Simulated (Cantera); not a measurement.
A closed system holds: 1 mol CH3F, 5.5 mol H2, equilibrated at 45.0 mbar.

Cantera equilibrium calculation (NASA polynomials, part measured and part estimated; ideal gas, pure solids and liquids). Candidate condensed phases: C, C6H6, C7H8, C8H18; 95 gas species. Rates play no part.

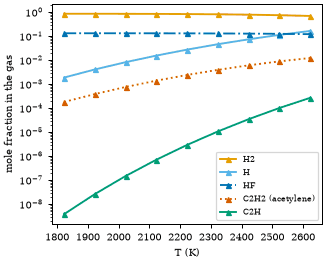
Fig. 1. Equilibrium gas composition (values under 1e-9 drawn at 1e-9)

Question: Read off the mole fractions at 2523 K.

Answer: H2 about 0.75, HF about 0.13, H about 0.11, C2H2 (acetylene) about 0.0089, C2H about 0.00010.
